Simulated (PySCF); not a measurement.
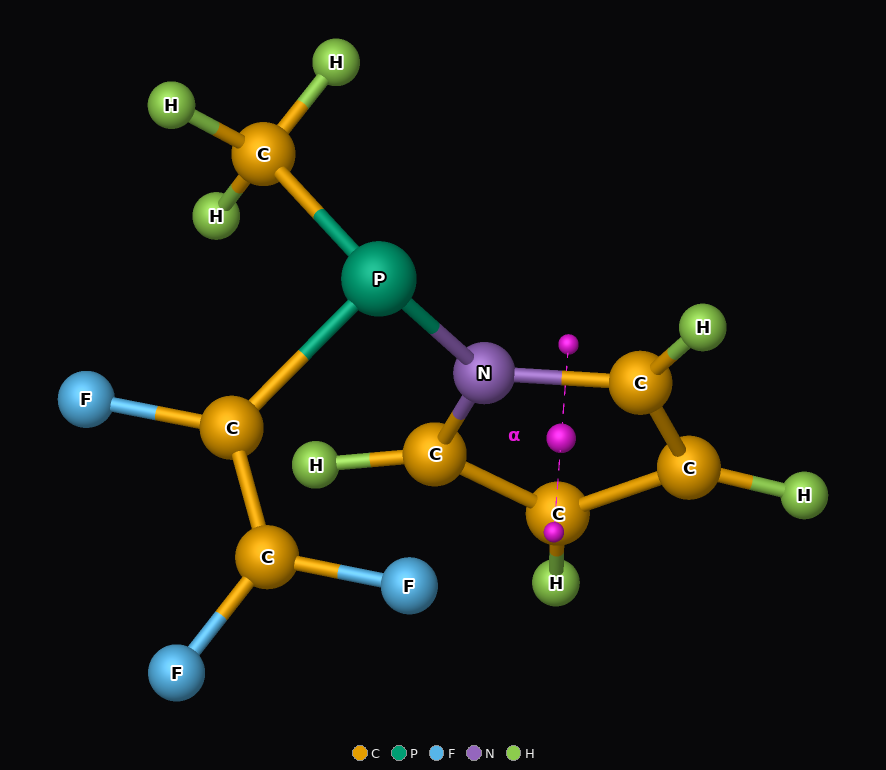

The small points mark where nucleus-independent chemical shifts (NICS) were computed: at the centre of each lettered ring and 1 Å above and below it. The geometry was computed by an optimisation with GFN2-xTB. No frequency run is at hand to confirm it as a minimum. Properties computed with GIAO PBE0/pcSseg-1 NMR shielding, non-relativistic, gas phase (PySCF 2.14.0).

Give NICS(0), NICS(1) and the out-of-plane component NICS(1)zz for each ring (means of the two sides).

```csv
ring,members,NICS(0),NICS(1),NICS(1)zz
α,C4N,−12.7,−10.6,−27.9
```

Values in ppm.

### What do the values say about the ring currents?

Ring α: diatropic, as in an aromatic ring. NICS is one index among several.

The geometry is semi-empirical. Around P such bond lengths and angles can be off by a tenth of an ångström or more and by several degrees, and values that hang on the shape move with them.
